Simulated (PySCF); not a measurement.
## Electronic structure of C8H7F3S2Si (SMILES Cc1cc2c([SiH3])c(C(F)(F)F)sc2s1) in real space

The calculation's input:

```
{"job": {"xc": "wB97X-D", "basis": "6-31G*", "kind": "nmr", "pop": true}, "charge": 0, "multiplicity": 1}
C     -4.061477    -0.000439     0.016099
C     -2.617034    -0.346742    -0.014080
C     -1.550183     0.485998     0.038008
C     -0.306136    -0.198660    -0.011382
C      1.066850     0.166271     0.008194
Si     1.729216     1.931992     0.127571
C      1.847999    -0.948686    -0.081053
C      3.329072    -0.970435    -0.084504
F      3.861168    -0.696053     1.126836
F      3.839313    -2.151118    -0.455035
F      3.851764    -0.048817    -0.919689
S      0.980775    -2.463335    -0.176257
C     -0.489340    -1.573136    -0.105135
S     -2.145111    -2.036251    -0.130387
H     -4.182827     1.076656     0.098665
H     -4.552187    -0.477186     0.863985
H     -4.557435    -0.342913    -0.891507
H     -1.634224     1.554876     0.107373
H      2.042329     2.376556    -1.229200
H      0.645786     2.729792     0.704784
H      2.892763     1.948573     1.006244
```

Launched as:

```sh
OMP_NUM_THREADS=1 python ens_run.py task.json out
```

Geometry: GFN2-xTB.

Computed with wB97X-D/6-31G*, SCF density, gas phase, non-relativistic in PySCF 2.14.0.

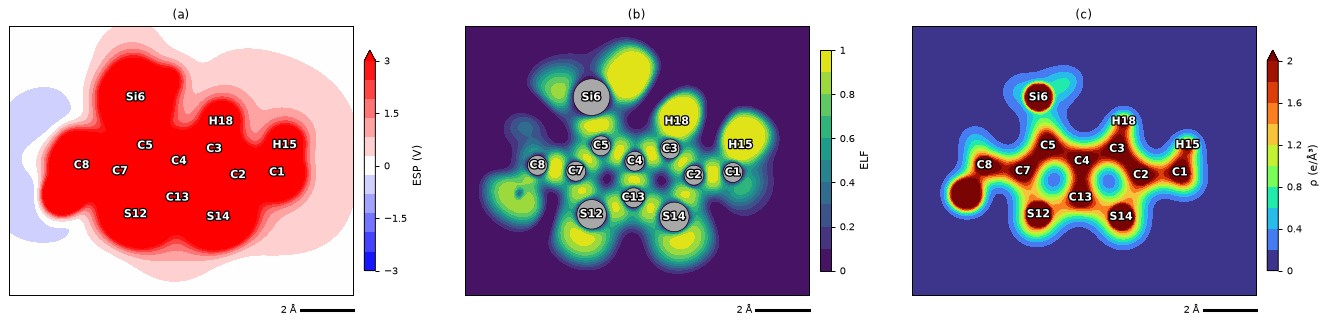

Figure 1. (a) electrostatic potential; (b) ELF; (c) total electron density on the plane of atoms Si6, C5 and C7. Grey discs cover the atomic cores in the ELF map.

Q: What do the fields say about this system?

A:
- Atoms in the plane: C, Si, S and H.
- C–C (1.35 Å): ρ is about 2.2 e/Å³ halfway; the ELF peaks at about 0.95 between the atoms, as expected for a covalent bond.
- C–S (1.72 Å): the density is about 1.4 e/Å³ at the midpoint; the ELF peaks at about 0.90 between the atoms (localised, covalent bonding).
- C–Si (1.89 Å): ρ is about 0.93 e/Å³ halfway; the ELF peaks at about 0.95 between the atoms; localised, covalent bonding.
- C–H (1.07 Å): the density is about 2 e/Å³ at the midpoint; the ELF climbs to about 1 towards the hydrogen, as it does in any bond to H: a covalent bond by its length.
- C–C (1.42 Å): the density is about 2 e/Å³ at the midpoint; the ELF peaks at about 0.95 between the atoms; localised, covalent bonding.
- The ELF also peaks beside S14, S12 and F10, away from the bonds: lone-pair regions.
- Outside the dense part of the molecule the potential is most negative (−0.6 V) near F10, which lies off the plane.

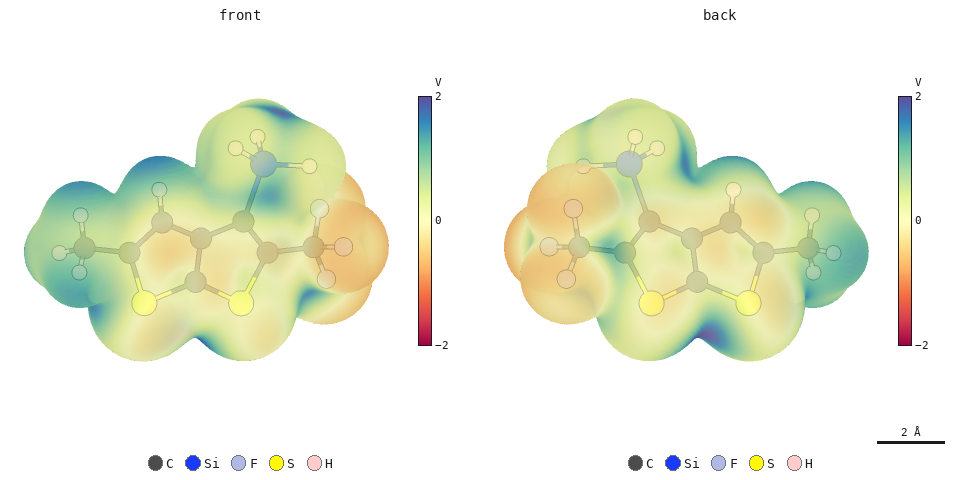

Figure 2. The electrostatic potential painted on the density surface at 0.004 e/bohr³, seen from the front and from behind; the colour scale runs from red (negative) to blue (positive).

Q: Where is the surface potential most negative and most positive?

A: The most negative region (about −0.7 V, or −16 kcal/mol for a unit charge) lies over F9, the most positive (about +1.9 V, or +44 kcal/mol for a unit charge) over Si6, S12, C13 and S14.

Q: How polar is the molecule by this calculation?

A: Its dipole moment is 3.46 D.
